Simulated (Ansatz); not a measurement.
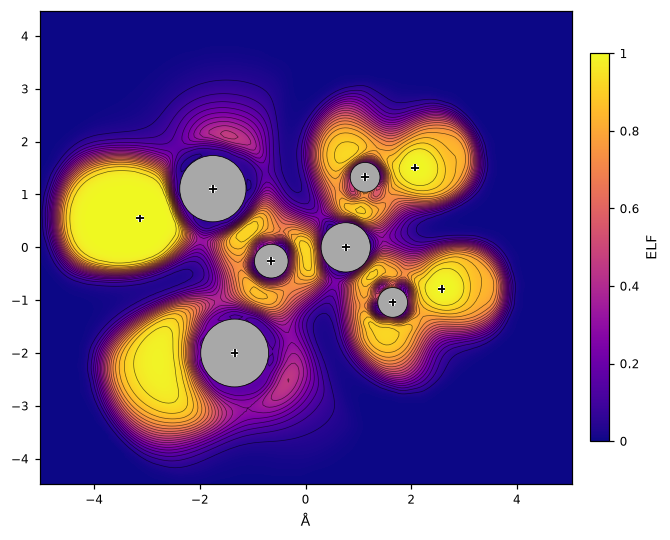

The ELF on a plane through atoms (crosses mark nuclei in the plane; grey discs cover the cores).

All numbers below come from RKS PBE0/def2-SVP in Ansatz.

Candidates:
A. ClH₃O₃Si···H₂O
B. AsBH₇NO₂Si

Q: Which candidate gave the map?

A: Candidate B: AsBH₇NO₂Si on the plane of atoms O1, B2 and N4, which holds O, B, N, Si, As and H. B–O (1.37 Å): the ELF peaks at about 0.90 between the atoms; a short, strongly polar bond. B–N (1.43 Å): the ELF peaks at about 0.90 between the atoms; a polar covalent bond.
